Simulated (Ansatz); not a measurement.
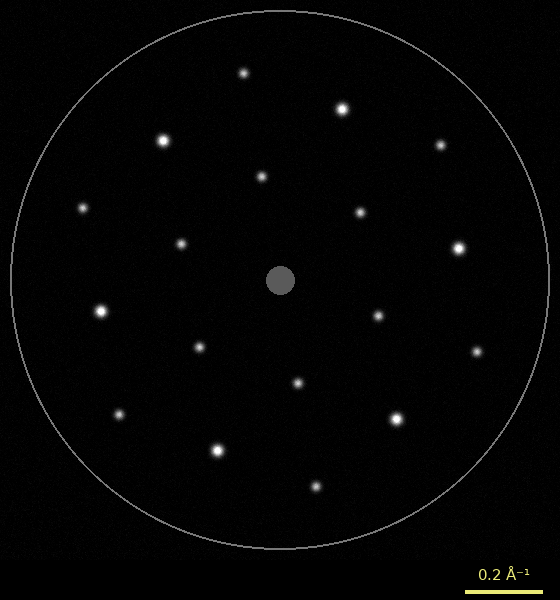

Simulated LEED pattern at 110 eV and normal incidence, from the upper face of a slab model. Spot positions follow from the surface net; brightness is a rough single-scattering estimate from the outer layers, good only for telling present from absent.

Question: Find the real-space surface cell from the pattern.

Answer: The spots form a hexagonal reciprocal net with shortest vectors 0.273 and 0.273 Å⁻¹ at 60.0°. The primitive real-space mesh has edges 4.24 and 4.24 Å at 60.0° (or its supplement) and area 15.5 Å².

The slab has composition GaGe4 (5 atoms a cell, 4.4 Å thick). Structure: coordinates from a relaxation with DFT PBE, scalar-relativistic, plane waves, PAW (Ansatz); the starting structure was generated, so it need not be a known form of this composition.

```
Ga Ge
1.0
     4.23527    0.00000    0.00000
    -2.11764    3.66785    0.00000
     0.00000    0.00000   32.38379
Ga Ge
1 4
Cartesian
  0.0000 0.0000 9.5000
  0.0000 2.4452 7.2840
  2.1176 1.2226 7.2840
  0.0000 2.4452 11.7160
  2.1176 1.2226 11.7160
```
